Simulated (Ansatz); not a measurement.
Fields on a plane of ZrN (rock salt)

```xyz
2
Lattice="0.0000 2.2764 2.2764 2.2764 0.0000 2.2764 2.2764 2.2764 0.0000" Properties=species:S:1:pos:R:3 pbc="T T T"
N      0.0000     0.0000     0.0000
Zr     2.2764     2.2764     2.2764
```

The slice is a {100} plane (indices of the conventional cell) through the point (0.000, 0.000, 0.000) (fractional), spanned by u = [100] and v = [0 1 -1] in vectors of this cell: u (3.22 Å) and v (3.22 Å, at 90° to u). It covers one period; positions are fractions (u, v).

Atoms on it: N at (0.00, 0.00); Zr at (0.50, 0.50).

Computed with PBEsol (plane waves to 420 eV, PAW, scalar-relativistic; Ansatz, a quantum-chemistry and plane-wave program). k mesh 18×18×18. Inside the PAW spheres the values are not all-electron values, and peaks at nuclei hang on which shells count as valence. The PAW data are Ansatz's earlier set. ZrN is run without spin polarisation. ZrN was relaxed with its symmetry unable to fall.

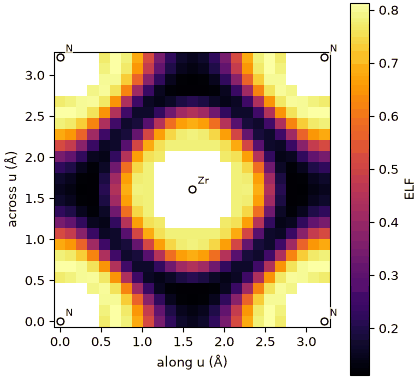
Fig. 1. Electron localisation function (ELF), one period of the plane, atoms marked. Points within 0.5 Å of a nucleus are left white, as the pseudised field means little there.

```tsv
v \ u	0.00	0.12	0.25	0.38	0.50	0.62	0.75	0.88
0.88	x	x	x	6.9	5.0	6.9	x	x
0.75	x	x	3.0	x	x	x	3.0	x
0.62	10.6	6.9	x	x	x	x	x	6.9
0.50	9.8	5.0	x	x	x	x	x	5.0
0.38	10.6	6.9	x	x	x	x	x	6.9
0.25	x	x	3.0	x	x	x	3.0	x
0.12	x	x	x	6.9	5.0	6.9	x	x
0.00	x	x	x	10.6	9.8	10.6	x	x
```

Values: electrostatic potential energy of an electron, from the cell's mean, in eV. Points within 1 Å of a nucleus are blanked (x), as the pseudised field means little there. Values under 2 eV are set to 2. The zero, the cell's mean, hangs on the PAW cores.

| Property | Result |
|---|---|
| Density on the N–Zr line (2.28 Å) at its density minimum, 1.1 Å from N | 0.47 e/Å³ |
| ELF at that point | 0.2 |
